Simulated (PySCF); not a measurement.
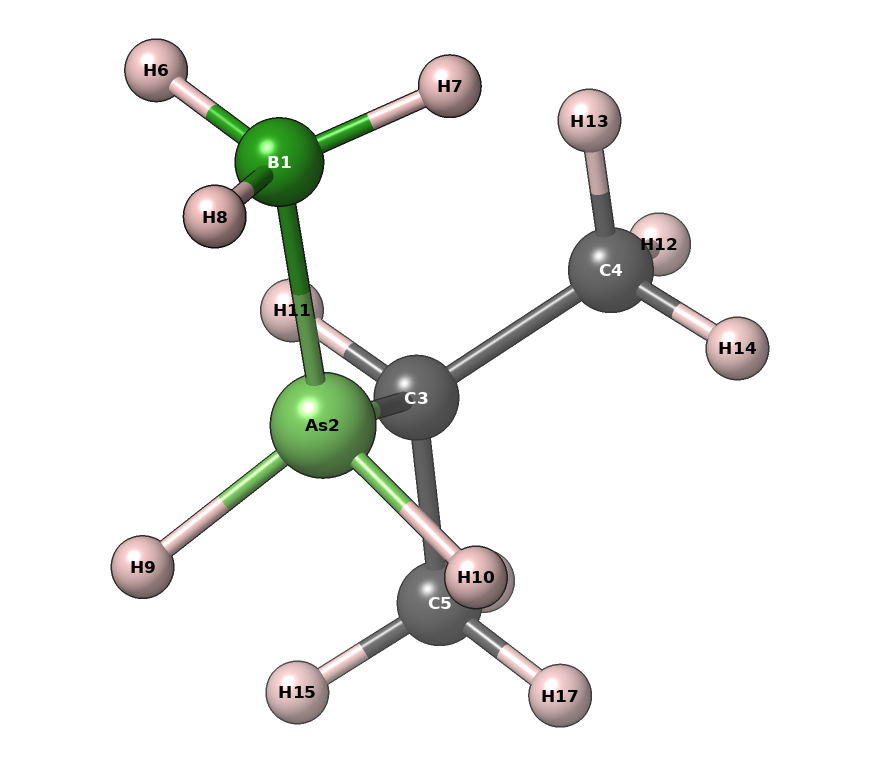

C3 lies behind As2. The molecule seen a little off the As2–C3 bond, As2 in front. Distant atoms are faded towards the background colour. The computed structure is the end point of a PBE0-D3(BJ)/def2-SVP optimisation. No frequency run is at hand to confirm it as a minimum.

What is the torsion angle B1–As2–C3–C4? The sign is positive where the front bond must turn clockwise to cover the back bond.

55°, synclinal (gauche). The bonds about As2–C3 are staggered.
